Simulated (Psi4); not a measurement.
**A workflow on BH2Br (SMILES [H]B([H])Br)**

Aim: a geometry optimisation (B3LYP-D3(BJ)/def2-SVP), then the harmonic vibrations, then the energy (SCS-MP2/aug-cc-pVDZ), then the vertical excitations (TD-B3LYP/def2-SVP) of BH2Br. 

The calculation is run with Psi4 1.11.

## Step 1: The structure to begin with

The species is BH2Br (4 atoms), meant as a singlet with charge 0. As SMILES, `[H]B([H])Br`. The coordinates come from a GFN2-xTB relaxation. The run starts from this shape.

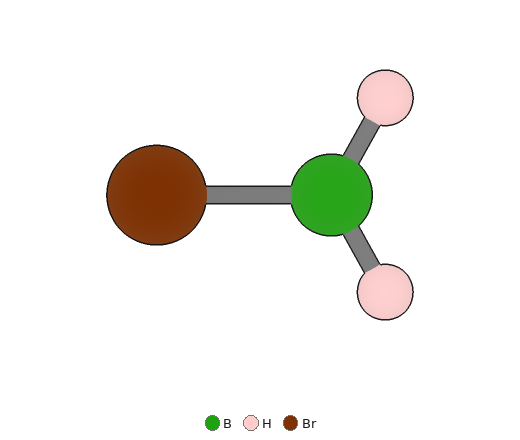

Viewed from a chosen angle; boron green, hydrogen pink, bromine brown.

## Step 2: A structure relaxation at B3LYP-D3(BJ)/def2-SVP (density fitting) (run 1)

Contents of job.py:

```python
import psi4

psi4.set_memory('1600 MB')
psi4.set_num_threads(1)
psi4.core.set_output_file('psi4.out', False)

m = psi4.geometry("""
0 1
B      0.091040     0.150920    -0.000430
H      1.259830     0.109070     0.015270
H     -0.490130     1.165750    -0.019120
Br    -0.860740    -1.425740     0.004280
""")

psi4.set_options({
    'basis': 'def2-SVP',
    'geom_maxiter': 60,
})

result = psi4.optimize('B3LYP-D3BJ2B', molecule=m)
print(f'B3LYP-D3BJ2B energy: {result:.10f} Eh')
m.save_xyz_file('final.xyz', False)
for k, v in sorted(psi4.core.scalar_variables().items()):
    print(f'{k:45s} {v:18.10f}')
```

On the command line:

```console
$ python job.py
```

psi4.out:

```text
[...]
  Running in c1 symmetry.
[...]
  Nuclear repulsion =   69.216671456656357
[...]
  Multiplicity = 1
[...]
  Nalpha       = 21
  Nbeta        = 21
[...]
    Number of basis functions: 56
[...]
   @DF-RKS iter   1: -2599.62566244970003   -1.40184e+00   2.37230e-02 ADIIS/DIIS
[...]
   @DF-RKS iter   7: -2599.91961307361771   -9.09495e-13   1.92488e-09 DIIS
[...]
    Orbital Energies [Eh]
    ---------------------
    Doubly Occupied:
       1A   -482.800429     2A    -62.482562     3A    -56.313640
       4A    -56.312495     5A    -56.311219     6A     -8.700805
       7A     -6.822549     8A     -6.530205     9A     -6.525562
      10A     -6.521298    11A     -2.645982    12A     -2.644953
      13A     -2.641626    14A     -2.637914    15A     -2.637449
      16A     -0.794792    17A     -0.510618    18A     -0.394714
      19A     -0.378295    20A     -0.326986    21A     -0.287588
[...]
  @DF-RKS Final Energy: -2599.91961307361771
   => Energetics <=
    Nuclear Repulsion Energy =             67.1442091415520252
    One-Electron Energy =               -3749.3786454078590396
    Two-Electron Energy =                1159.6285563588082823
    DFT Exchange-Correlation Energy =     -77.3102887063504909
    Empirical Dispersion Energy =          -0.0034444597685001
    VV10 Nonlocal Energy =                  0.0000000000000000
    Total Energy =                      -2599.9196130736181658
[...]
 Multipole Moments:
 ------------------------------------------------------------------------------------
     Multipole            Electronic (a.u.)      Nuclear  (a.u.)        Total (a.u.)
 ------------------------------------------------------------------------------------
 L = 1.  Multiply by 2.5417464519 to convert [e a0] to [Debye]
 Dipole X            :         -2.4657422            2.5443204            0.0785782
 Dipole Y            :         -4.0837945            4.2139386            0.1301440
 Dipole Z            :          0.0128522           -0.0131734           -0.0003212
 Magnitude           :                                                    0.1520266
[...]
  -Total Gradient:
     Atom            X                  Y                   Z
    ------   -----------------  -----------------  -----------------
       1        0.000007635485     0.000012899785     0.000025996466
       2        0.000006121796    -0.000012175517    -0.000009841340
       3       -0.000013562539    -0.000000472982    -0.000010226171
       4       -0.000012155739    -0.000020061777    -0.000005895350
[...]
    Final optimized geometry and variables:
    Molecular point group: c1
    Full point group: C1
    Geometry (in Angstrom), charge = 0, multiplicity = 1:
    B            0.837678917675     1.387377981760    -0.004200302337
    H            2.035194678121     1.321330738371     0.011962916567
    H            0.221527622193     2.416283354365    -0.023676343936
    BR          -0.145677729321    -0.241273821440     0.000735538762
[...]
```

On the terminal:

```text
Some dependencies such as QCElemental have not yet finished migration to pydantic v2. If issues are encountered please downgrade pydantic or upgrade QCElemental as appropriate
	Energy has increased in a minimization.
	Energy ratio indicates iffy step.
	Intrafrag trust radius decreased to   0.25.
Optimizer: Optimization complete!
B3LYP-D3BJ2B energy: -2599.9196130736 Eh
B3LYP-D3(BJ) DISPERSION CORRECTION ENERGY          -0.0034444598
CURRENT ENERGY                                  -2599.9196130736
CURRENT REFERENCE ENERGY                        -2599.9196130736
DD SOLVATION ENERGY                                 0.0000000000
DFT FUNCTIONAL TOTAL ENERGY                     -2599.9161686138
DFT TOTAL ENERGY                                -2599.9196130736
DFT VV10 ENERGY                                     0.0000000000
DFT XC ENERGY                                     -77.3102887064
DISPERSION CORRECTION ENERGY                       -0.0034444598
GRID ELECTRONS ALPHA                               20.9999985231
GRID ELECTRONS BETA                                20.9999985231
GRID ELECTRONS TOTAL                               41.9999970463
NUCLEAR REPULSION ENERGY                           67.1442091416
ONE-ELECTRON ENERGY                             -3749.3786454079
OPTIMIZATION ITERATIONS                             6.0000000000
PCM POLARIZATION ENERGY                             0.0000000000
PE ENERGY                                           0.0000000000
SCF ITERATION ENERGY                            -2599.9196130736
SCF ITERATIONS                                      7.0000000000
SCF TOTAL ENERGY                                -2599.9196130736
TWO-ELECTRON ENERGY                              1159.6285563588
XC GRID RADIAL POINTS                              75.0000000000
XC GRID SPHERICAL POINTS                          302.0000000000
XC GRID TOTAL POINTS                            86116.0000000000
```

Wall time 20 s (1 thread of Intel Xeon Platinum 8175M at 2.50GHz (Skylake/Cascade Lake), shared host); peak memory 0.38 GiB.

Steps, from the record of the run:

```tsv
step	energy from the first frame kept (eV)	largest force (eV/Å)
0	0.0000	1.3437
1	-0.0626	0.1411
2	-0.0636	0.0913
3	-0.0432	0.5916
4	-0.0638	0.0432
5	-0.0639	0.0015
```

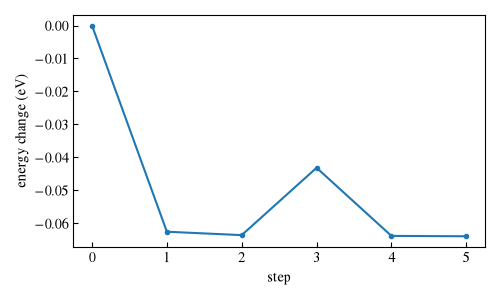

Energy along the run.

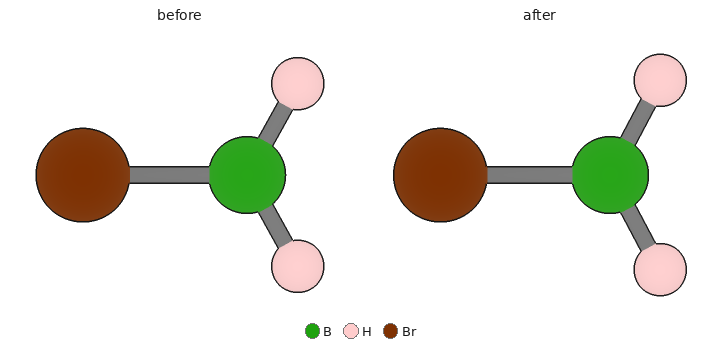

Before and after, at one scale.

After the run. Bond lengths: B1–Br4 1.903 Å, B1–H2 1.199 Å, B1–H3 1.199 Å. Angles: H2–B1–Br4 118.0°, H3–B1–Br4 118.0°, H2–B1–H3 124.1°.

## Step 3: The harmonic vibrations at B3LYP-D3(BJ)/def2-SVP (density fitting) (run 2)

Contents of bbrh2.xyz:

```xyz
4
BBrH2
B      0.118212     0.195657    -0.000620
H      1.315728     0.129610     0.015543
H     -0.497939     1.224563    -0.020096
Br    -0.865145    -1.432994     0.004316
```

Contents of calc.py:

```python
import psi4

psi4.set_memory('1600 MB')
psi4.set_num_threads(1)
psi4.set_output_file('psi4.out', False)

with open('bbrh2.xyz') as f:
    atoms = ''.join(f.readlines()[2:])
mol = psi4.geometry('0 1\n' + atoms + 'symmetry c1')

psi4.set_options({
    'basis': 'def2-SVP',
    't': 298.15,
    'rotational_symmetry_number': 2,
})

e_tot, wfn = psi4.frequencies('b3lyp-d3bj', return_wfn=True)
print(f'b3lyp-d3bj energy: {e_tot:.10f} Eh')
print('wavenumbers / cm^-1:', wfn.frequencies().np.round(1))
for k in ('ZPVE', 'ENTHALPY', 'GIBBS FREE ENERGY'):
    print(f'{k}: {psi4.variable(k):.8f} Eh')
for k, v in sorted(psi4.core.scalar_variables().items()):
    print(f'{k:45s} {v:18.10f}')
```

On the command line:

```console
$ python calc.py
```

psi4.out, shortened:

```text
[...]
  Running in c1 symmetry.
[...]
  Nuclear repulsion =   67.144220738897403
[...]
  Multiplicity = 1
[...]
  Nalpha       = 21
  Nbeta        = 21
[...]
    Number of basis functions: 56
[...]
   @DF-RKS iter   1: -2599.63124639146963   -1.47349e+00   2.37686e-02 ADIIS/DIIS
[...]
   @DF-RKS iter  10: -2599.91961296149339   -9.09495e-13   2.03470e-09 DIIS
[...]
  @DF-RKS Final Energy: -2599.91961296149339
   => Energetics <=
    Nuclear Repulsion Energy =             67.1443592720723643
    One-Electron Energy =               -3749.3789441311928385
    Two-Electron Energy =                1159.6287139893941003
    DFT Exchange-Correlation Energy =     -77.3102976293977662
    Empirical Dispersion Energy =          -0.0034444623697714
    VV10 Nonlocal Energy =                  0.0000000000000000
    Total Energy =                      -2599.9196129614938400
[...]
 Multipole Moments:
[...]
  -Total Gradient:
     Atom            X                  Y                   Z
    ------   -----------------  -----------------  -----------------
       1       -0.000000979969     0.000025688268    -0.000145627828
       2        0.000005261503    -0.000010701370     0.000056303146
       3       -0.000003869573    -0.000015193686     0.000056224592
       4       -0.000012372929    -0.000019603377     0.000033307317
[...]
  ==> Harmonic Vibrational Analysis <==
[...]
  Freq [cm^-1]                 692.4369            811.3691            961.8975
[...]
  IR activ [km/mol]            55.6861              3.7057             26.4798
[...]
  Freq [cm^-1]                1190.0006           2601.0809           2728.7757
[...]
  IR activ [km/mol]            86.0191             89.0505             90.2685
[...]
  Total E_0, Enthalpy at 0 [K]                                                        -2599.89914246 [Eh]
[...]
  Total H, Enthalpy at  298.15 [K]                                                    -2599.89511463 [Eh]
[...]
  Total G, Gibbs energy at  298.15 [K]                                                -2599.92303742 [Eh]
[...]
```

Standard output:

```text
b3lyp-d3bj energy: -2599.9196130718 Eh
wavenumbers / cm^-1: [ 692.4  811.4  961.9 1190.  2601.1 2728.8]
ZPVE: 0.02047061 Eh
ENTHALPY: -2599.89511463 Eh
GIBBS FREE ENERGY: -2599.92303742 Eh
B3LYP-D3(BJ) DISPERSION CORRECTION ENERGY          -0.0034444598
CURRENT ENERGY                                  -2599.9196130718
CURRENT REFERENCE ENERGY                        -2599.9196130718
DD SOLVATION ENERGY                                 0.0000000000
DFT FUNCTIONAL TOTAL ENERGY                     -2599.9161686120
DFT TOTAL ENERGY                                -2599.9196130718
DFT VV10 ENERGY                                     0.0000000000
DFT XC ENERGY                                     -77.3102886069
DISPERSION CORRECTION ENERGY                       -0.0034444598
ENTHALPY                                        -2599.8951146325
ENTHALPY CORRECTION                                 0.0244984393
FINDIF NUMBER                                      19.0000000000
GIBBS FREE ENERGY                               -2599.9230374205
GIBBS FREE ENERGY CORRECTION                       -0.0034243487
GRID ELECTRONS ALPHA                               20.9999985231
GRID ELECTRONS BETA                                20.9999985231
GRID ELECTRONS TOTAL                               41.9999970463
NUCLEAR REPULSION ENERGY                           67.1442207389
ONE-ELECTRON ENERGY                             -3749.3786656167
PCM POLARIZATION ENERGY                             0.0000000000
PE ENERGY                                           0.0000000000
SCF ITERATION ENERGY                            -2599.9196130718
SCF ITERATIONS                                     10.0000000000
SCF TOTAL ENERGY                                -2599.9196130718
THERMAL ENERGY                                  -2599.8960588171
THERMAL ENERGY CORRECTION                           0.0235542547
TWO-ELECTRON ENERGY                              1159.6285648727
ZERO K ENTHALPY                                 -2599.8991424584
ZPVE                                                0.0204706134
```

Run time: 63 s. Hardware: 1 thread of Intel Xeon Platinum 8175M at 2.50GHz (Skylake/Cascade Lake), shared host; peak memory 0.4 GiB.

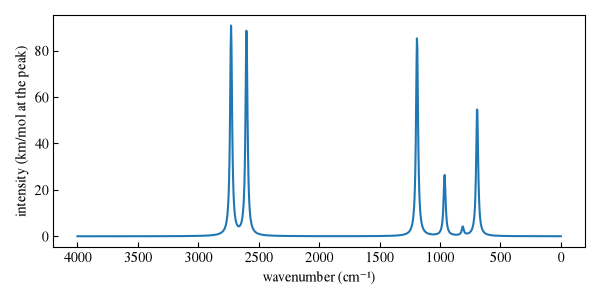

Harmonic infrared spectrum, unscaled, lines broadened by 10 cm⁻¹.

## Step 4: The energy at SCS-MP2/aug-cc-pVDZ (density fitting) (run 3)

bbrh2.xyz is that of step 3.

Contents of calc.py:

```python
import psi4

psi4.set_memory(1600000000)
psi4.set_num_threads(1)
psi4.set_output_file('run.log', False)

with open('bbrh2.xyz') as f:
    atoms = ''.join(f.readlines()[2:])
geom = psi4.geometry('0 1\n' + atoms + '')

psi4.set_options(dict(basis='aug-cc-pVDZ', freeze_core=True))

e_tot, wfn = psi4.energy("scs-mp2", return_wfn=True)
print('E =', round(e_tot, 9))
```

On the command line:

```console
$ python calc.py
```

run.log:

```text
[...]
  Running in c1 symmetry.
[...]
  Nuclear repulsion =   67.144220738897403
[...]
  Multiplicity = 1
[...]
  Nalpha       = 21
  Nbeta        = 21
[...]
    Number of basis functions: 77
[...]
   @RHF iter   1: -2598.16426801794478   -2.07251e+00   6.75276e-03 DIIS/ADIIS
[...]
   @RHF iter  10: -2598.25397888255065   -1.18234e-11   5.21213e-09 DIIS
[...]
    Orbital Energies [Eh]
    ---------------------
    Doubly Occupied:
       1A   -490.071303     2A    -65.208386     3A    -58.564706
       4A    -58.564295     5A    -58.563908     6A     -9.860320
       7A     -7.681212     8A     -7.471319     9A     -7.467197
      10A     -7.465165    11A     -3.207920    12A     -3.206259
      13A     -3.203944    14A     -3.199472    15A     -3.199266
      16A     -1.035215    17A     -0.699670    18A     -0.551752
      19A     -0.506493    20A     -0.441816    21A     -0.410335
[...]
  @RHF Final Energy: -2598.25397888255065
   => Energetics <=
    Nuclear Repulsion Energy =             67.1442207388974026
    One-Electron Energy =               -3749.6364963977339357
    Two-Electron Energy =                1084.2382967762855515
    Total Energy =                      -2598.2539788825511096
[...]
 Multipole Moments:
 ------------------------------------------------------------------------------------
     Multipole            Electronic (a.u.)      Nuclear  (a.u.)        Total (a.u.)
 ------------------------------------------------------------------------------------
 L = 1.  Multiply by 2.5417464519 to convert [e a0] to [Debye]
 Dipole X            :         -2.3234925            2.5443216            0.2208291
 Dipole Y            :         -3.8481959            4.2139379            0.3657420
 Dipole Z            :          0.0121450           -0.0131739           -0.0010289
 Magnitude           :                                                    0.4272397
[...]
	SCS-MP2 Total Energy (a.u.)        : -2598.48014315178216
	SOS-MP2 Total Energy (a.u.)        : -2598.46168425236328
	SCSN-MP2 Total Energy (a.u.)       : -2598.35144187148308
[...]
	SOS-PI-MP2 Total Energy (a.u.)     : -2598.49630181399880
[...]
	MP2 Total Energy (a.u.)            : -2598.48244338898485
[...]
```

The script printed:

```text
E = -2598.480143152
```

It took 15 s on 1 thread of Intel Xeon Platinum 8175M at 2.50GHz (Skylake/Cascade Lake), shared host; peak memory 0.45 GiB.

## Step 5: The excited states at TD-B3LYP/def2-SVP (density fitting, save jk yes) (run 4)

Contents of calc.py:

```python
import psi4

psi4.set_memory('1600 MB')
psi4.set_num_threads(1)
psi4.core.set_output_file('bbrh2.out', False)

molecule = psi4.geometry("""
0 1
B
H 1 1.199445
H 1 1.199445 2 124.07826
Br 1 1.902503 2 117.96101 3 179.97723
symmetry c1
""")

psi4.set_options(dict(basis='def2-SVP', save_jk=True))

from psi4.driver.procrouting.response.scf_response import tdscf_excitations
result, w = psi4.energy('b3lyp', return_wfn=True)
states = tdscf_excitations(w, states=4, tda=False)
for k, s in enumerate(states, 1):
    print(f"root {k}: {s['EXCITATION ENERGY'] * 27.211386:.4f} eV  f = {s['OSCILLATOR STRENGTH (LEN)']:.4f}  {s['SYMMETRY']}")
print(f'total energy {result:.8f} hartree = {result * 27.211386:.5f} eV')
```

On the command line:

```console
$ python calc.py
```

bbrh2.out, shortened:

```text
[...]
  Running in c1 symmetry.
[...]
  Nuclear repulsion =   67.144235274245801
[...]
  Multiplicity = 1
[...]
  Nalpha       = 21
  Nbeta        = 21
[...]
    Number of basis functions: 56
[...]
   @DF-RKS iter   1: -2599.62780189320301   -1.47349e+00   2.37686e-02 DIIS/ADIIS
[...]
   @DF-RKS iter   8: -2599.91616861277953   -2.85536e-09   9.30672e-08 DIIS
[...]
  @DF-RKS Final Energy: -2599.91616861277953
   => Energetics <=
    Nuclear Repulsion Energy =             67.1442352742458013
    One-Electron Energy =               -3749.3786798965393245
    Two-Electron Energy =                1159.6285636079333017
    DFT Exchange-Correlation Energy =     -77.3102875984195208
    Empirical Dispersion Energy =           0.0000000000000000
    VV10 Nonlocal Energy =                  0.0000000000000000
    Total Energy =                      -2599.9161686127799840
[...]
 Multipole Moments:
 ------------------------------------------------------------------------------------
     Multipole            Electronic (a.u.)      Nuclear  (a.u.)        Total (a.u.)
 ------------------------------------------------------------------------------------
 L = 1.  Multiply by 2.5417464519 to convert [e a0] to [Debye]
 Dipole X            :          0.0011986           -0.0013253           -0.0001267
 Dipole Y            :         -4.2136006            4.3478825            0.1342819
 Dipole Z            :         -2.2367310            2.3080132            0.0712823
 Magnitude           :                                                    0.1520290
[...]
**********                               WARNING                                **********
**********       The names of excited state variables changed between 1.5       **********
[...]
**********                               WARNING                                **********
**********  Length-gauge rotatory strengths are **NOT** gauge-origin invariant  **********
[...]
                                    Excitation Energy         Total Energy        Oscillator Strength             Rotatory Strength
[...]
Excited State    1 (1 A):   0.16165 au   281.87 nm f = 0.0000
[...]
Excited State    2 (1 A):   0.23173 au   196.62 nm f = 0.1088
[...]
Excited State    3 (1 A):   0.24765 au   183.98 nm f = 0.0014
[...]
Excited State    4 (1 A):   0.25941 au   175.65 nm f = 0.0000
[...]
```

Standard output:

```text
root 1: 4.3987 eV  f = 0.0000  A
root 2: 6.3057 eV  f = 0.1088  A
root 3: 6.7389 eV  f = 0.0014  A
root 4: 7.0588 eV  f = 0.0000  A
total energy -2599.91616861 hartree = -70747.32243 eV
```

Run time: 9.6 s. Hardware: 1 thread of Intel Xeon Platinum 8175M at 2.50GHz (Skylake/Cascade Lake), shared host; peak memory 0.33 GiB.

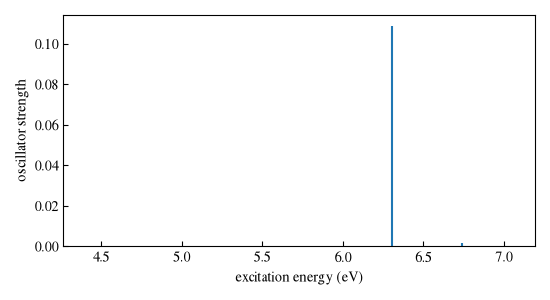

Vertical excitations as sticks.

The roots found:

```tsv
excited state	energy (eV)	strength	label
1	4.399	0.0000	A 1
2	6.306	0.1088	A 1
3	6.739	0.0014	A 1
4	7.059	0.0000	A 1
```

## Step 6: What came out

```
                                                                               quantity             value
                                  run 1, B3LYP-D3(BJ)/def2-SVP: total energy at the end    -2599.91961 Eh
                                            run 1, B3LYP-D3(BJ)/def2-SVP: dipole moment            0.39 D
                                              run 1, B3LYP-D3(BJ)/def2-SVP: HOMO energy          -7.83 eV
                                              run 1, B3LYP-D3(BJ)/def2-SVP: LUMO energy          -2.10 eV
                                            run 1, B3LYP-D3(BJ)/def2-SVP: HOMO–LUMO gap           5.73 eV
                                        run 1, B3LYP-D3(BJ)/def2-SVP: dispersion energy      -9.04 kJ/mol
                               run 2, B3LYP-D3(BJ)/def2-SVP: lowest harmonic wavenumber          692 cm⁻¹
                              run 2, B3LYP-D3(BJ)/def2-SVP: highest harmonic wavenumber         2729 cm⁻¹
                                        run 2, B3LYP-D3(BJ)/def2-SVP: zero-point energy       53.7 kJ/mol
run 2, B3LYP-D3(BJ)/def2-SVP: ideal-gas entropy at 298.15 K (symmetry number 2 as used)  58.8 cal/(mol K)
                                               run 3, SCS-MP2/aug-cc-pVDZ: total energy    -2598.48014 Eh
                        run 3, SCS-MP2/aug-cc-pVDZ: HOMO energy (Hartree–Fock orbitals)         -11.17 eV
                        run 3, SCS-MP2/aug-cc-pVDZ: LUMO energy (Hartree–Fock orbitals)           0.98 eV
                      run 3, SCS-MP2/aug-cc-pVDZ: HOMO–LUMO gap (Hartree–Fock orbitals)          12.14 eV
               run 3, SCS-MP2/aug-cc-pVDZ: correlation energy (10 core orbitals frozen)        -226.2 mEh
                            run 4, TD-B3LYP/def2-SVP: ground-state or mean-field energy    -2599.91617 Eh
                      run 4, TD-B3LYP/def2-SVP: dipole moment (B3LYP Kohn–Sham density)            0.39 D
                       run 4, TD-B3LYP/def2-SVP: HOMO energy (B3LYP Kohn–Sham orbitals)          -7.83 eV
                       run 4, TD-B3LYP/def2-SVP: LUMO energy (B3LYP Kohn–Sham orbitals)          -2.10 eV
                     run 4, TD-B3LYP/def2-SVP: HOMO–LUMO gap (B3LYP Kohn–Sham orbitals)           5.73 eV
                                     run 4, TD-B3LYP/def2-SVP: lowest excitation energy           4.40 eV
```

**Reading.** The optimisation (run 1, B3LYP-D3(BJ)/def2-SVP) took 6 steps and changed the energy by -0.064 eV. All 6 modes (run 2, B3LYP-D3(BJ)/def2-SVP) are real, so the shape is a minimum at this level. The brightest of the 4 transitions from the ground state lies at 6.31 eV (197 nm, f = 0.109); the lowest, at 4.40 eV, has f = 0.000.
